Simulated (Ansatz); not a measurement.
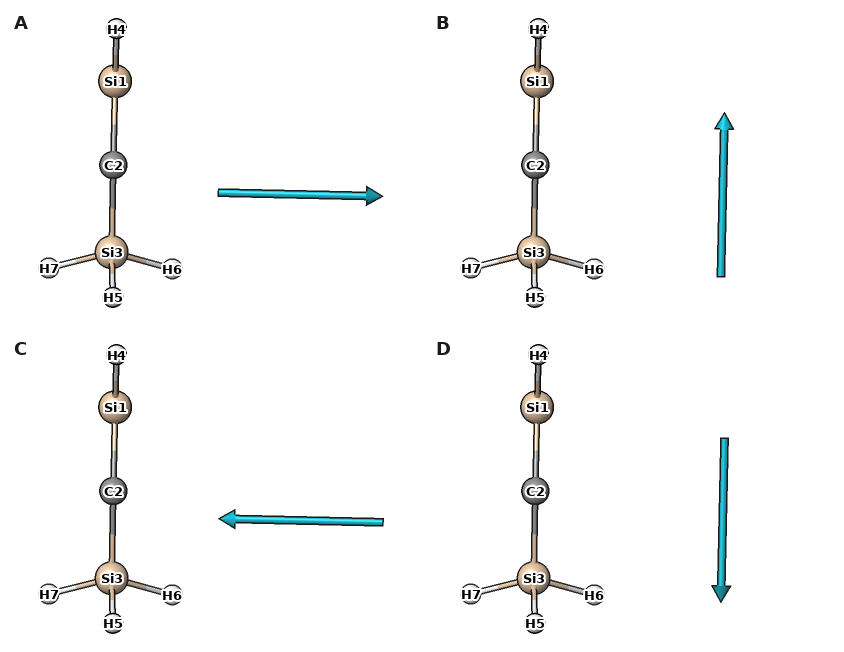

The same molecule four times, each with an arrow. The geometry was computed by an optimisation with PBE-D4/def2-SVP. No frequency run is at hand to confirm it as a minimum. Properties computed with RKS PBE-D4/def2-SVP (Ansatz 0.2.0).

### Which arrow points along the dipole moment, from the negative to the positive end?

B. The dipole moment is 1.53 D; it points from the side of H5 to the side of H4 (the outermost atoms at the two ends).
